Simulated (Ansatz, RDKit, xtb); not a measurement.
**Isomers of C3H9GeN, a sample narrowed down**

Which of a sample of isomers of C3H9GeN is the most stable in the gas at 298.15 K, and what are its properties? The sample is small against all isomers, and the most stable one of this formula need not be in it.

The funnel: GFN2-xTB relaxations, single points with a density functional, relaxations at r2SCAN-D4/def2-SVP, harmonic vibrations (at GFN2-xTB), and a last energy at a higher level. All values are calculated.

### 1 Possible bonding patterns

Isomers were taken from a list of plausible structures; this is a sample, not all of them. That gives 3 candidates.

```tsv
label	SMILES	spin
c133	N[C@@H]1C[C@@H]1[GeH3]	singlet
c203	N[C]1([GeH3])CC1	singlet
c712	N[C@@H]1C[C@H]1[GeH3]	singlet
```

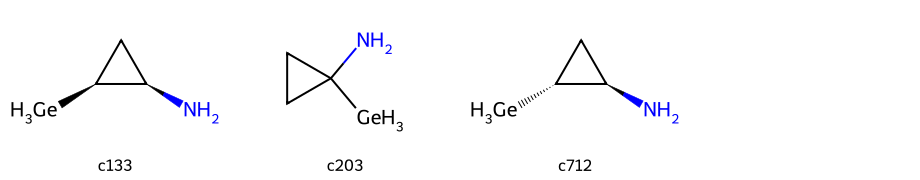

Structural formulas of the candidates.

Candidates are built by distance geometry, with a force field where one applies, in up to four conformers (letters a to d).

### 2 Search with GFN2-xTB

All 3 starts are relaxed the same way. One of them, c203a (taken from a list of positional isomers, embedded by distance geometry and UFF), in full:

start.xyz

```xyz
14
c203a
C     -0.337287     0.337075    -0.839548
C      0.073091     1.357187     0.167564
C     -0.754865     1.757394    -1.082545
Ge     1.098102    -0.468171    -1.972906
N     -1.439605    -0.533067    -0.466241
H     -1.943066    -0.875778    -1.318507
H     -2.136640    -0.009858     0.111331
H      1.736427    -1.630891    -1.173999
H      2.100905     0.594583    -2.266808
H      0.452012    -0.988335    -3.283078
H      1.153781     1.676447     0.139658
H     -0.549130     1.429617     1.085163
H     -0.071082     2.283675    -1.877635
H     -1.757141     2.050103    -0.925031
```

The run is started by

```sh
$ xtb start.xyz --gfn 2 --opt
```

The log of the run:

```text
* xtb version 6.7.1
   ID    Z sym.   atoms
    1    6 C      1-3
    2   32 Ge     4
    3    7 N      5
    4    1 H      6-14

           -------------------------------------------------
          |                Calculation Setup                |
           -------------------------------------------------

          program call               : xtb start.xyz --gfn 2 --opt
          coordinate file            : start.xyz
          omp threads                :                     2

           -------------------------------------------------
          |                 G F N 2 - x T B                 |
           -------------------------------------------------

      * Hamiltonian:
        H0-scaling (s, p, d)           1.850000    2.230000    2.230000
        zeta-weighting                 0.500000
      * Dispersion:
        s8                             2.700000
        a1                             0.520000
        a2                             5.000000
        s9                             5.000000
      * Repulsion:
        kExp                           1.500000    1.000000
        rExp                           1.000000
      * Coulomb:
        alpha                          2.000000
        third order                    shell-resolved
        anisotropic                    true
        a3                             3.000000
        a5                             4.000000
        cn-shift                       1.200000
        cn-exp                         4.000000
        max-rad                        5.000000

          ...................................................
          :                      SETUP                      :
          :.................................................:
          :  # basis functions                  35          :
          :  # atomic orbitals                  34          :
          :  # shells                           20          :
          :  # electrons                        30          :
          :  max. iterations                   250          :
          :  Hamiltonian                  GFN2-xTB          :
          :  restarted?                      false          :
          :  GBSA solvation                  false          :
          :  PC potential                    false          :
          :  electronic temp.          300.0000000     K    :
          :  accuracy                    1.0000000          :
          :  -> integral cutoff          0.2500000E+02      :
          :  -> integral neglect         0.1000000E-07      :
          :  -> SCF convergence          0.1000000E-05 Eh   :
          :  -> wf. convergence          0.1000000E-03 e    :
          :  Broyden damping             0.4000000          :
          :  net charge                          0          :
          :  unpaired electrons                  0          :
          ...................................................

[... 7 lines left out ...]
   *** convergence criteria satisfied after 11 iterations ***
[... 28 lines left out ...]
         :: total energy             -15.787401576540 Eh    ::
[... 39 lines left out ...]
          :   energy convergence         0.5000000E-05 Eh   :
          :   grad. convergence          0.1000000E-02 Eh/α :
[... 26 lines left out ...]
 * total energy  :   -15.7874016 Eh     change       -0.5234160E-09 Eh
[... 16 lines left out ...]
 * total energy  :   -15.8035976 Eh     change       -0.1619599E-01 Eh
[... 16 lines left out ...]
 * total energy  :   -15.8059709 Eh     change       -0.2373372E-02 Eh
[... 16 lines left out ...]
 * total energy  :   -15.8062991 Eh     change       -0.3281274E-03 Eh
[... 18 lines left out ...]
 * total energy  :   -15.8064088 Eh     change       -0.1097186E-03 Eh
[... 18 lines left out ...]
 * total energy  :   -15.8064776 Eh     change       -0.6885315E-04 Eh
[... 18 lines left out ...]
 * total energy  :   -15.8065085 Eh     change       -0.3091102E-04 Eh
[... 18 lines left out ...]
 * total energy  :   -15.8065252 Eh     change       -0.1662199E-04 Eh
[... 18 lines left out ...]
 * total energy  :   -15.8065345 Eh     change       -0.9326679E-05 Eh
[... 18 lines left out ...]
 * total energy  :   -15.8065411 Eh     change       -0.6578173E-05 Eh
[... 17 lines left out ...]
 * total energy  :   -15.8065432 Eh     change       -0.2118613E-05 Eh
[... 4 lines left out ...]
   *** GEOMETRY OPTIMIZATION CONVERGED AFTER 11 ITERATIONS ***
[... 2 lines left out ...]
 total energy gain   :        -0.0191416 Eh      -12.0115 kcal/mol
[... 15 lines left out ...]
 final structure:
[... 41 lines left out ...]
          |                Final Singlepoint                |
[... 18 lines left out ...]
          :  -> SCF convergence          0.1000000E-05 Eh   :
          :  -> wf. convergence          0.1000000E-03 e    :
[... 10 lines left out ...]
   *** convergence criteria satisfied after 3 iterations ***
[... 28 lines left out ...]
         :: total energy             -15.806543195021 Eh    ::
[... 66 lines left out ...]
Topologies differ in total number of bonds
Writing topology from bond orders to xtbtopo.mol

molecular dipole:
                 x           y           z       tot (Debye)
 q only:       -0.111       0.029      -0.068
   full:       -0.568       0.451       0.057       1.848
molecular quadrupole (traceless):
                xx          xy          yy          xz          yz          zz
 q only:        1.496       0.091      -1.475       0.171       0.429      -0.021
  q+dip:        3.517       0.169      -2.659       2.060      -0.771      -0.858
   full:        3.568      -0.240      -2.650       1.827      -0.193      -0.918

           -------------------------------------------------
          |                Geometry Summary                 |
           -------------------------------------------------

      molecular mass/u    :      131.7379278
   center of mass at/Å    :        0.3290681       0.0333655      -1.3660389
  moments of inertia/u·Å² :        0.8957422E+02   0.2411683E+03   0.2835510E+03
rotational constants/cm⁻¹ :        0.1881974E+00   0.6989988E-01   0.5945185E-01

 * 14 selected distances

     #   Z          #   Z                                           value/Å
     1   6 C        2   6 C                                       1.4959584
     1   6 C        3   6 C                                       1.5084372
     2   6 C        3   6 C                                       1.4979576
     1   6 C        4  32 Ge                                      1.9618084 (max)
     1   6 C        5   7 N                                       1.4408281
     5   7 N        6   1 H                                       1.0163605
     5   7 N        7   1 H                                       1.0161016 (min)
     4  32 Ge       8   1 H                                       1.4895886
     4  32 Ge       9   1 H                                       1.4968352
     4  32 Ge      10   1 H                                       1.4972230
     2   6 C       11   1 H                                       1.0808863
     2   6 C       12   1 H                                       1.0810396
     3   6 C       13   1 H                                       1.0811959
     3   6 C       14   1 H                                       1.0817294

 * 6 distinct bonds (by element types)

   Z      Z             #   av. dist./Å        max./Å        min./Å
   1 H    6 C           4     1.0812128     1.0817294     1.0808863
   6 C    6 C           3     1.5007844     1.5084372     1.4959584
   1 H    7 N           2     1.0162310     1.0163605     1.0161016
   6 C    7 N           1     1.4408281     1.4408281     1.4408281
   1 H   32 Ge          3     1.4945489     1.4972230     1.4895886
   6 C   32 Ge          1     1.9618084     1.9618084     1.9618084

optimized geometry written to: xtbopt.xyz

           -------------------------------------------------
          | TOTAL ENERGY              -15.806543195021 Eh   |
          | GRADIENT NORM               0.000614227074 Eh/α |
          | HOMO-LUMO GAP               6.624313059439 eV   |
           -------------------------------------------------

------------------------------------------------------------------------
------------------------------------------------------------------------
 total:
 * wall-time:     0 d,  0 h,  0 min,  0.096 sec
 *  cpu-time:     0 d,  0 h,  0 min,  0.188 sec
 * ratio c/w:     1.960 speedup
 SCF:
 * wall-time:     0 d,  0 h,  0 min,  0.008 sec
 *  cpu-time:     0 d,  0 h,  0 min,  0.016 sec
 * ratio c/w:     2.022 speedup
 ANC optimizer:
 * wall-time:     0 d,  0 h,  0 min,  0.077 sec
 *  cpu-time:     0 d,  0 h,  0 min,  0.154 sec
 * ratio c/w:     1.995 speedup
```

It took 0.12 s on 2 threads of Intel Xeon Platinum 8259CL at 2.50GHz (Skylake/Cascade Lake), shared host.

### 3 The minima found

3 of the 3 relaxations converged. 3 distinct structures remain:

```tsv
label	start	SMILES after	spin	energy (kcal/mol)
c133a	drawn	N[C@@H]1C[C@@H]1[GeH3]	singlet	0.0
c203a	drawn	N[C]1([GeH3])CC1	singlet	2.8
c712a	drawn	N[C@@H]1C[C@H]1[GeH3]	singlet	3.6
```

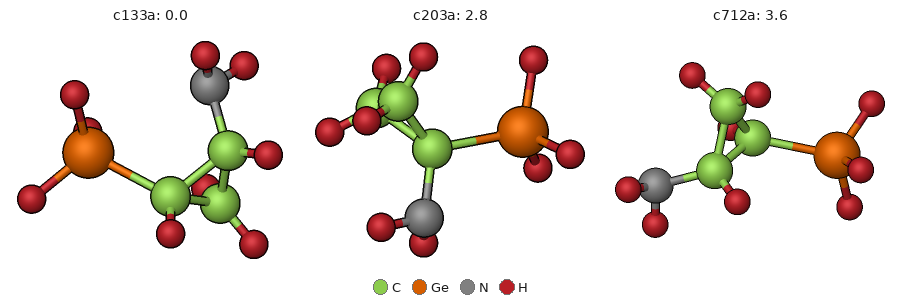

The 3 lowest minima that did not fall apart, with their GFN2-xTB energies in kcal/mol.

### 4 Second filter: single points

A choice of the minima (the low ones first, few conformers of a pattern, up to a cap) and the lowest that fell apart get a single point at r2SCAN-D4/def2-SVP on the tight-binding geometry, and one at HF/STO-3G for comparison. The lowest singlets are also tried as triplets at the same geometry (label ending in t). The first, c133a:

input.yaml

```yaml
crystal:
  periodic: [false, false, false]
  atoms:
    - {symbol: C, position_ang: [-0.252684, -0.020090, -1.973477]}
    - {symbol: C, position_ang: [-1.230446, -0.551506, -0.983018]}
    - {symbol: C, position_ang: [0.193230, -0.302043, -0.571693]}
    - {symbol: Ge, position_ang: [0.531881, 1.341914, 0.426868]}
    - {symbol: N, position_ang: [-0.345744, 1.388401, -2.257828]}
    - {symbol: H, position_ang: [-1.143667, 1.593894, -2.853132]}
    - {symbol: H, position_ang: [0.488340, 1.703360, -2.743118]}
    - {symbol: H, position_ang: [0.059072, -0.677970, -2.785880]}
    - {symbol: H, position_ang: [-1.985100, 0.132299, -0.623847]}
    - {symbol: H, position_ang: [-1.568797, -1.571397, -1.095182]}
    - {symbol: H, position_ang: [0.813079, -1.170316, -0.392646]}
    - {symbol: H, position_ang: [1.559090, 2.204677, -0.226380]}
    - {symbol: H, position_ang: [1.074147, 1.008731, 1.789433]}
    - {symbol: H, position_ang: [-0.718149, 2.124776, 0.623693]}
basis:
  gaussian:
    orbitals: def2-SVP
hamiltonian:
  xc: r2scan
  dispersion: d4
scf:
  lower_state_search: off
output: {orbitals: {seedname: orbitals}}
```

The run is started by

```sh
$ ansatz run input.yaml --threads 2 --pin off --max-ram 5220MiB --events-out events.jsonl --progress --plain --runs-dir runs
```

The log of the run:

```text
Warning: RAYON_NUM_THREADS=2 ignored (pool sized by the plan → 2); use --threads N
Functional definition: r2SCAN
  name "r2SCAN"
  parameter k0 = 0.174
  parameter k1 = 0.065
  parameter a1 = 4.9479
  exchange = r2scan_x(k0 = k0, k1 = k1, a1 = a1)
  correlation = r2scan_c
these checks for a lower state are left out or cut short: stability, starts, cluster_reference, orbital_swaps, neighbouring_geometries, increment
1519 factors; their error is unknown
mean field evaluation 1: about -61241.5286 eV, gradient 6.5e1 eV
mean field evaluation 2: about -61227.4857 eV, gradient 1.0e2 eV
mean field evaluation 4: about -61251.2372 eV, gradient 3.5e0 eV
mean field evaluation 8: about -61251.2729 eV, gradient 4.3e-2 eV
mean field evaluation 16: about -61251.1748 eV, gradient 2.3e-4 eV
mean field -61251.17482053 eV, -2250.9391571171 hartree, gradient 1.8e-6 eV, S^2 0.000000; 0 other end points of the search recorded, 0 dependent functions left out
reference -61251.17483190 eV, -2250.9391575348 hartree; 33, 33 occupied and 100, 100 virtual orbitals, 1519 factors
Total energy: -61251.25188263 eV, -2250.9419890969 hartree
Checks for a lower state left out: stability, starts, cluster_reference, orbital_swaps, neighbouring_geometries, increment
```

Wall time 3.3 s (2 threads of Intel Xeon Platinum 8259CL at 2.50GHz (Skylake/Cascade Lake), shared host); peak memory 0.2 GiB.

Relative energies in kcal/mol, each column from its lowest structure that stays in one piece:

```tsv
label	SMILES	spin	GFN2-xTB	HF/STO-3G	r2SCAN-D4/def2-SVP
c133a	N[C@@H]1C[C@@H]1[GeH3]	singlet	0.0	0.5	0.0
c712a	N[C@@H]1C[C@H]1[GeH3]	singlet	3.6	0.0	0.1
c203a	N[C]1([GeH3])CC1	singlet	2.8	2.6	3.4
c203at	N[C]1([GeH3])CC1	triplet	–	–	141.7
c133at	N[C@@H]1C[C@@H]1[GeH3]	triplet	–	–	154.0
```

### 5 Third filter: density-functional geometries

3 candidates are relaxed at r2SCAN-D4/def2-SVP (chosen among the lowest in one piece). The first, c133a:

input.yaml

```yaml
crystal:
  periodic: [false, false, false]
  atoms:
    - symbol: C
      position_ang: [-0.252684, -0.020090, -1.973477]
    - symbol: C
      position_ang: [-1.230446, -0.551506, -0.983018]
    - symbol: C
      position_ang: [0.193230, -0.302043, -0.571693]
    - symbol: Ge
      position_ang: [0.531881, 1.341914, 0.426868]
    - symbol: N
      position_ang: [-0.345744, 1.388401, -2.257828]
    - symbol: H
      position_ang: [-1.143667, 1.593894, -2.853132]
    - symbol: H
      position_ang: [0.488340, 1.703360, -2.743118]
    - symbol: H
      position_ang: [0.059072, -0.677970, -2.785880]
    - symbol: H
      position_ang: [-1.985100, 0.132299, -0.623847]
    - symbol: H
      position_ang: [-1.568797, -1.571397, -1.095182]
    - symbol: H
      position_ang: [0.813079, -1.170316, -0.392646]
    - symbol: H
      position_ang: [1.559090, 2.204677, -0.226380]
    - symbol: H
      position_ang: [1.074147, 1.008731, 1.789433]
    - symbol: H
      position_ang: [-0.718149, 2.124776, 0.623693]
basis:
  gaussian: {orbitals: def2-SVP}
hamiltonian: {xc: r2scan, dispersion: d4}
scf: {lower_state_search: "off"}
relax: {f_tol: 0.006}
```

The run is started by

```sh
$ ansatz run input.yaml --threads 2 --pin off --max-ram 5220MiB --events-out events.jsonl --progress --plain --runs-dir runs
```

The log of the run:

```text
Warning: RAYON_NUM_THREADS=2 ignored (pool sized by the plan → 2); use --threads N
The last accepted step is kept in runs//last_step.txt (removed where the run ends without a failure and the disk answers)
[... 7 set-up lines as earlier in the session ...]
these checks for a lower state are left out or cut short: stability, starts, cluster_reference, orbital_swaps, neighbouring_geometries, increment
1519 factors; their error is unknown
mean field evaluation 1: about -61241.5286 eV, gradient 6.5e1 eV
mean field evaluation 2: about -61227.4857 eV, gradient 1.0e2 eV
mean field evaluation 4: about -61251.2372 eV, gradient 3.5e0 eV
mean field evaluation 8: about -61251.2729 eV, gradient 4.3e-2 eV
mean field evaluation 16: about -61251.1748 eV, gradient 2.3e-4 eV
mean field -61251.17481766 eV, -2250.9391570117 hartree, gradient 5.7e-6 eV, S^2 0.000000; 0 other end points of the search recorded, 0 dependent functions left out
the calculation of the forces begins
reference -61251.17482903 eV, -2250.9391574294 hartree; 33, 33 occupied and 100, 100 virtual orbitals, 1519 factors
relax step   1: F+E_penalty+E_count = -61251.25186840 eV  Δ(F+E_penalty+E_count) = +0.000e0 eV  max|allowed force component| = 7.551e-1 eV/Å  Δτ_max = 0.0000 Å  (18 SCF iters, accepted)
these checks for a lower state are left out or cut short: stability, starts, cluster_reference, orbital_swaps, neighbouring_geometries, increment
1519 factors; their error is unknown
mean field -61251.29761882 eV, -2250.9436698711 hartree, gradient 2.6e-6 eV, S^2 0.000000; 0 other end points of the search recorded, 0 dependent functions left out
the calculation of the forces begins
reference -61251.29763037 eV, -2250.9436702954 hartree; 33, 33 occupied and 100, 100 virtual orbitals, 1519 factors
relax step   2: F+E_penalty+E_count = -61251.37395908 eV  Δ(F+E_penalty+E_count) = -1.221e-1 eV  max|allowed force component| = 4.256e-1 eV/Å  Δτ_max = 0.1546 Å  (18 SCF iters, accepted)
these checks for a lower state are left out or cut short: stability, starts, cluster_reference, orbital_swaps, neighbouring_geometries, increment
1519 factors; their error is unknown
mean field evaluation 32: about -61251.4055 eV, gradient 2.4e-2 eV
mean field -61251.31307859 eV, -2250.9442380069 hartree, gradient 2.8e-6 eV, S^2 0.000000; 0 other end points of the search recorded, 0 dependent functions left out
the calculation of the forces begins
reference -61251.31309019 eV, -2250.9442384335 hartree; 33, 33 occupied and 100, 100 virtual orbitals, 1519 factors
relax step   3: F+E_penalty+E_count = -61251.38911201 eV  Δ(F+E_penalty+E_count) = -1.515e-2 eV  max|allowed force component| = 2.211e-1 eV/Å  Δτ_max = 0.0693 Å  (19 SCF iters, accepted)
[... 5 lines left out ...]
relax step   4: F+E_penalty+E_count = -61251.35390448 eV  Δ(F+E_penalty+E_count) = +3.521e-2 eV  max|allowed force component| = 9.114e-1 eV/Å  Δτ_max = 0.2000 Å  (18 SCF iters, rejected (line search))
[... 5 lines left out ...]
relax step   5: F+E_penalty+E_count = -61251.39270052 eV  Δ(F+E_penalty+E_count) = -3.589e-3 eV  max|allowed force component| = 6.558e-2 eV/Å  Δτ_max = 0.0973 Å  (19 SCF iters, accepted)
[... 5 lines left out ...]
relax step   6: F+E_penalty+E_count = -61251.39307486 eV  Δ(F+E_penalty+E_count) = -3.743e-4 eV  max|allowed force component| = 3.580e-2 eV/Å  Δτ_max = 0.0253 Å  (19 SCF iters, accepted)
[... 6 lines left out ...]
relax step   7: F+E_penalty+E_count = -61251.39324466 eV  Δ(F+E_penalty+E_count) = -1.698e-4 eV  max|allowed force component| = 1.719e-2 eV/Å  Δτ_max = 0.0089 Å  (20 SCF iters, accepted)
[... 5 lines left out ...]
relax step   8: F+E_penalty+E_count = -61251.39330147 eV  Δ(F+E_penalty+E_count) = -5.681e-5 eV  max|allowed force component| = 6.531e-3 eV/Å  Δτ_max = 0.0053 Å  (21 SCF iters, accepted)
these checks for a lower state are left out or cut short: stability, starts, cluster_reference, orbital_swaps, neighbouring_geometries, increment
1519 factors; their error is unknown
mean field -61251.31738414 eV, -2250.9443962329 hartree, gradient 2.8e-6 eV, S^2 0.000000; 0 other end points of the search recorded, 0 dependent functions left out
the calculation of the forces begins
reference -61251.31739575 eV, -2250.9443966596 hartree; 33, 33 occupied and 100, 100 virtual orbitals, 1519 factors
relax step   9: F+E_penalty+E_count = -61251.39330650 eV  Δ(F+E_penalty+E_count) = -5.032e-6 eV  max|allowed force component| = 3.330e-3 eV/Å  Δτ_max = 0.0019 Å  (21 SCF iters, accepted)
Total energy: -61251.39331811 eV, -2250.9471867549 hartree
Atom 0 at    -0.270443     0.005330    -1.997540 Å, force     0.000626     0.000607    -0.000902 eV/Å
Atom 1 at    -1.245370    -0.518998    -0.988175 Å, force    -0.002542    -0.001902     0.000071 eV/Å
Atom 2 at     0.178981    -0.219108    -0.571611 Å, force     0.002923    -0.001901     0.000052 eV/Å
Atom 3 at     0.566118     1.338383     0.530001 Å, force     0.000400    -0.000094     0.000413 eV/Å
Atom 4 at    -0.429668     1.373953    -2.403353 Å, force    -0.000584    -0.002025     0.002486 eV/Å
Atom 5 at    -1.157526     1.462273    -3.112775 Å, force    -0.002166     0.000388    -0.001273 eV/Å
Atom 6 at     0.432493     1.728256    -2.818422 Å, force     0.002355     0.000881    -0.000890 eV/Å
Atom 7 at     0.097230    -0.725794    -2.737787 Å, force     0.000321     0.000868    -0.000426 eV/Å
Atom 8 at    -2.029200     0.170532    -0.656931 Å, force     0.000331    -0.000296    -0.000529 eV/Å
Atom 9 at    -1.552916    -1.566575    -1.061781 Å, force    -0.000984     0.001261     0.000933 eV/Å
Atom 10 at     0.821855    -1.090393    -0.398929 Å, force    -0.000700     0.003330     0.001516 eV/Å
Atom 11 at     1.617168     2.242098    -0.137764 Å, force    -0.000225     0.000529     0.000160 eV/Å
Atom 12 at     1.148634     0.853228     1.873247 Å, force    -0.000833    -0.000829    -0.000944 eV/Å
Atom 13 at    -0.703106     2.151545     0.815613 Å, force     0.001078    -0.000817    -0.000667 eV/Å
Dipole moment:    -0.030345    -0.163857    -0.436798 e Å
Checks for a lower state left out: stability, starts, cluster_reference, orbital_swaps, neighbouring_geometries, increment
```

Run time: 33 s. Hardware: 2 threads of Intel Xeon Platinum 8259CL at 2.50GHz (Skylake/Cascade Lake), shared host; peak memory 0.21 GiB.

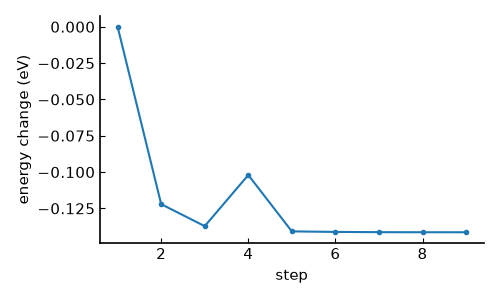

Energy along the run, all evaluated steps.

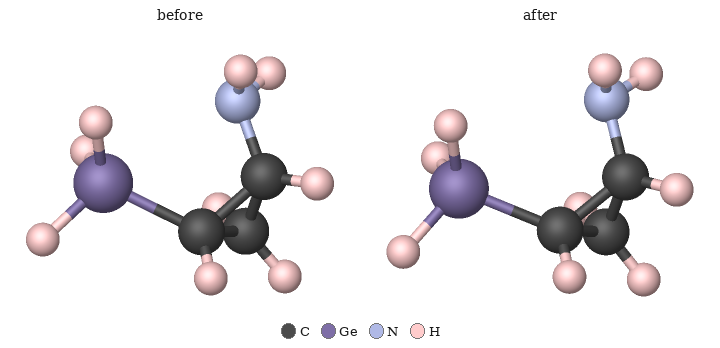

Before and after, at one scale.

After the run. Bond lengths: C1–C2 1.498 Å, C1–C3 1.512 Å, C2–C3 1.514 Å, C3–Ge4 1.947 Å, C1–N5 1.436 Å, N5–H6 1.020 Å, N5–H7 1.020 Å, C1–H8 1.103 Å, C2–H9 1.095 Å, C2–H10 1.094 Å, C3–H11 1.096 Å, Ge4–H12 1.539 Å, Ge4–H13 1.542 Å, Ge4–H14 1.534 Å. Some angles: C1–C2–C3 60.3°, C2–C1–C3 60.4°, C2–C1–N5 116.9°, C3–C1–N5 116.2°, C1–C3–C2 59.4°, C1–C3–Ge4 118.3°, C2–C3–Ge4 120.1°, C1–C2–H9 116.7°, C1–C2–H10 118.2°, C3–C2–H9 117.7°.

[end of part 1 of 2]
